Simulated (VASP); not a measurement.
Band structure of Cd$_{3}$MgTe$_{4}$ (ordered alloy cell). All values below come from PBEsol GGA, VASP's PBE PAW potentials (set 64) (plane waves; VASP).

Unless said otherwise, spin-orbit coupling is left out, though it shifts the bands of the heavy elements here.

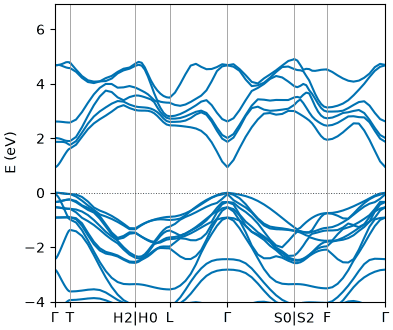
Bands along high-symmetry lines, zero at the valence-band maximum or, without a gap, the Fermi level

Task: Read the plot: is there a gap, and where are the band edges?

Result: The gap is direct, 0.94 eV, from the valence maximum at Γ to the conduction minimum at Γ. (Edges off the drawn lines would not show.)

The structure was generated: Cd3MgTe4 was put into an ordered model structure (R3m), which need not be its known phase. It was relaxed first.
